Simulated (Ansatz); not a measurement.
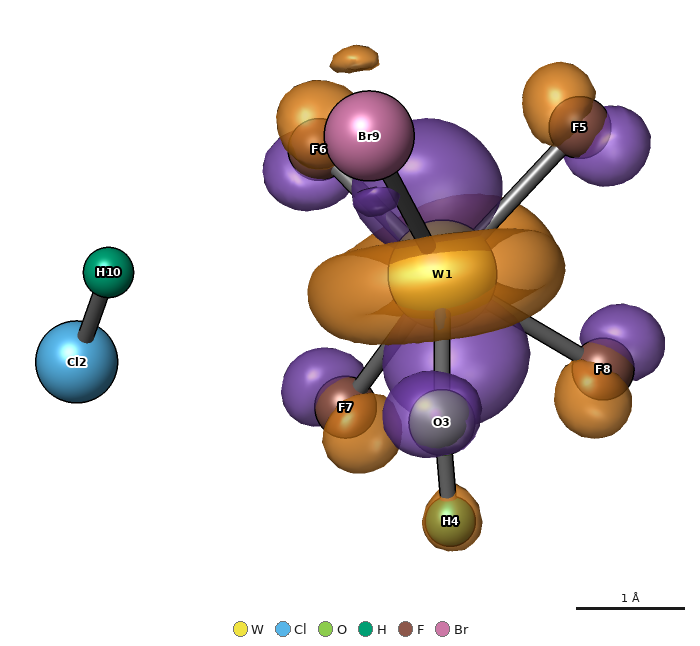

The picture shows: BrF₄HOW···HCl. The LUMO at ±0.15 Å⁻³ᐟ² (orange and purple are the two phases), seen at a tilt.

Core potentials replace the inner electrons of W; not at a stationary point (largest force 1.0 eV/Å).

These are results of RKS PBE/def2-SVP (Ansatz), not measurements.

```xyz
10

W     0.1831    0.3862   -0.3116
Cl    0.5268   -0.6173    3.1240
O     1.9561   -0.2109   -0.0201
H     2.1511   -1.1445   -0.2511
F    -0.2809    1.7866   -1.4687
F    -1.4181    0.7423    0.5940
F    -0.3206   -1.3653    0.1501
F     0.3356   -0.4166   -2.0112
Br    1.1568    2.3320    1.0330
H     1.0236    0.6248    3.1881
```

What is the character of this orbital?

Answer. By Hirshfeld shares it lies mainly on W1 (about 65 %) and F6 (about 5 %). Its energy is −5.35 eV.
